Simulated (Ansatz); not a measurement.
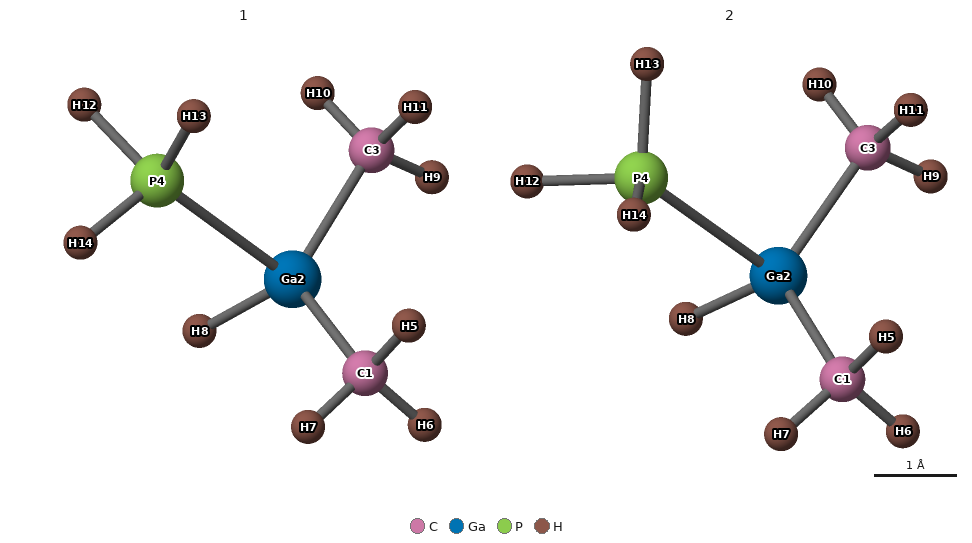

Two geometries of C₂H₁₀GaP, drawn at one scale. One is the start of a relaxation, the other its converged end. A ball-and-stick model, seen at a tilt.

These are results of Ansatz 0.2.0, RKS PBE0-D4/def2-TZVP, not measurements. (force threshold 0.005 eV/Å; at most 150 steps)

Which one is relaxed?

Structure 1 is the relaxed one. The start comes from PBE-D4/def2-SVP. H12 moves most after the best rigid fit: 1.12 Å. Largest moves by element: H 1.12 Å, C 0.15 Å, Ga 0.07 Å, P 0.04 Å. Near-neighbour distances that change, for instance: Ga2–P4 2.633 → 2.585 Å, P4–H12 1.431 → 1.411 Å, C1–H5 1.109 → 1.093 Å, C1–Ga2 2.004 → 1.990 Å. Groups turn about Ga2–P4 by about 60°. After 27 accepted moves (32 points after the start) the energy has fallen by 1.65 kcal/mol. The largest force component goes from 0.62 to 0.00083 eV/Å. The line search rejected the trial steps at points 9, 10, 17, 18, 24 of the run. The forces were under the threshold at step 7, but the run went on from there. Cost: 2.4 min on 4 threads of Arm Neoverse V1, on a shared host.
